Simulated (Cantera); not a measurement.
A closed system holds: 1 mol Si2H6, a varied amount of CO2, 34 mol N2, at 1498.15 K and 0.150 bar.

Method: chemical equilibrium by Gibbs-energy minimisation in Cantera with the NASA 1993 tables (ideal gas, pure condensed phases). Candidate condensed phases: C, C6H6, C7H8, C8H18, H2O, Si, SiC, SiO2, Si2N2O, Si3N4; 151 gas species. The feed counts by its element totals alone. N2 is the only nitrogen source here; it is nearly inert below about 1500 K, so the nitride shown seldom forms there in practice. Mutual solubility and eutectic melting of coexisting phases are not modelled. The tables hold silica as quartz up to 1696 K and as liquid above; real silica turns to tridymite and cristobalite and melts near 1996 K. The numbers say what is thermodynamically allowed, not how fast it happens.

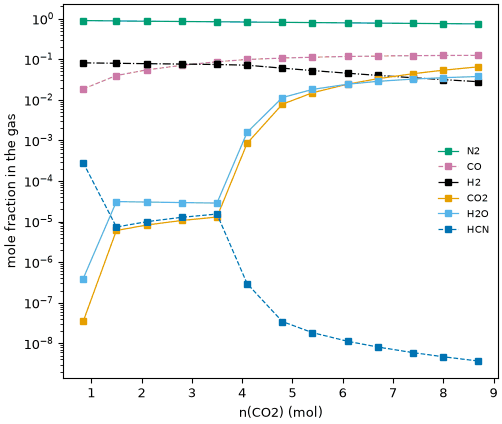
Figure. Equilibrium gas composition (values under 1e-9 drawn at 1e-9)

**Question.** Read off the mole fractions at 4.8 mol CO2.

**Answer.** N2 about 0.81, CO about 0.11, H2 about 0.060, H2O about 0.011, CO2 about 0.0078, HCN about 3.4e-8.
